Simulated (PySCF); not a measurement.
System: C₆H₁₁As.

The calculation's input:

```
{"job": {"kind": "uv", "xc": "PBE0", "basis": "def2-SVPD", "ip": true, "dynamic": false}, "charge": 0, "multiplicity": 1}
C      2.724506    -0.861163    -0.115405
C      1.723367     0.018890    -0.148920
C      0.286707    -0.283351     0.144724
C     -0.647926     0.032438    -1.028646
C     -2.079965    -0.199462    -0.569523
As    -2.214333     0.552346     1.264860
C     -0.221052     0.490877     1.373821
H      3.753524    -0.566959    -0.337662
H      2.549997    -1.912040     0.139321
H      1.939688     1.065259    -0.406773
H      0.198293    -1.364147     0.358755
H     -0.513349     1.088390    -1.324776
H     -0.389799    -0.582357    -1.907496
H     -2.304714    -1.275934    -0.500842
H     -2.833387     0.254206    -1.229329
H     -2.271098     2.003365     0.785803
H      0.164736     1.521626     1.376758
H      0.101666     0.015833     2.310911
```

Run with:

```sh
OMP_NUM_THREADS=1 python probes_run.py task.json out
```

Geometry: PBE0-D3(BJ)/def2-SVP.

All numbers below come from PBE0/def2-SVPD, SCF density, gas phase (PySCF).

What will maps of the electron density and electron localisation function show?

C–C (1.33 Å): the density is about 2.3 e/Å³ at the midpoint; the ELF peaks at about 0.90 between the atoms: a short, multiple covalent bond.
C–H (1.09 Å): ρ is about 1.9 e/Å³ halfway; the ELF climbs to about 1 towards the hydrogen, as it does in any bond to H (an ordinary covalent bond to hydrogen).
C–C (1.50 Å): ρ is about 1.7 e/Å³ halfway; the ELF peaks at about 0.95 between the atoms (a shared electron pair).

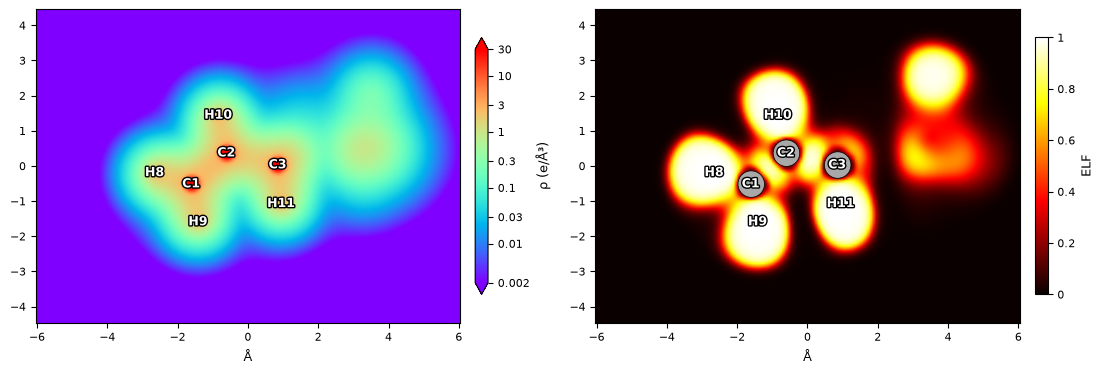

Computed electron density and electron localisation function on the plane of atoms C3, C2 and H10, in this order. Grey discs cover the atomic cores in the ELF map. 
